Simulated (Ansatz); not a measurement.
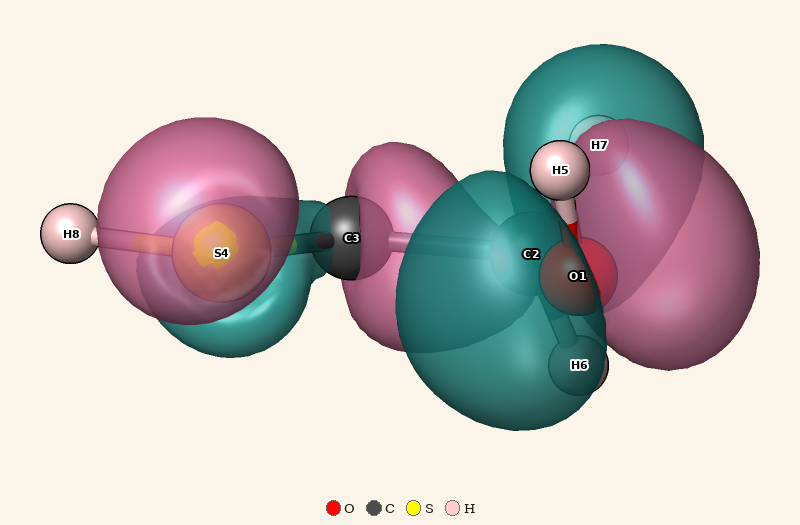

C2H4OS. The HOMO−1 at ±0.1 Å⁻³ᐟ² (teal and pink are the two phases), seen from one side.

Theory: RKS PBE0-D4/def2-SVP in Ansatz 0.2.0.

The calculation's input:

```
crystal:
  periodic: [false, false, false]
  atoms:
    - { symbol: O, position_ang: [-1.0104, 0.6187, 0.899] }
    - { symbol: C, position_ang: [0.2308, 0.454, 0.363] }
    - { symbol: C, position_ang: [0.37, -0.7941, -0.4908] }
    - { symbol: S, position_ang: [-0.7543, -1.3899, -1.4443] }
    - { symbol: H, position_ang: [-1.6834, 0.5436, 0.1303] }
    - { symbol: H, position_ang: [0.9292, 0.4014, 1.2055] }
    - { symbol: H, position_ang: [0.5573, 1.3274, -0.2301] }
    - { symbol: H, position_ang: [-1.34601, -2.19435, -2.39674] }
basis:
  gaussian: { orbitals: def2-SVP }
hamiltonian:
  xc: pbe0
  dispersion: d4
relax:
  f_tol: 0.02
  max_steps: 50
output:
  orbitals: {}
```

Command:

```sh
ansatz run input.yaml --threads 1 --pin off --max-ram 2048MiB --backend cpu --events-out ev --progress --plain --runs-dir out
```

The fields are those of the relaxed geometry.

**Where does this orbital lie, and at what energy?**

By Hirshfeld shares it lies mainly on O1 (about 60 %), C2 (about 10 %), S4 (about 10 %), H7 (about 5 %) and C3 (about 5 %). Its energy is −8.28 eV.
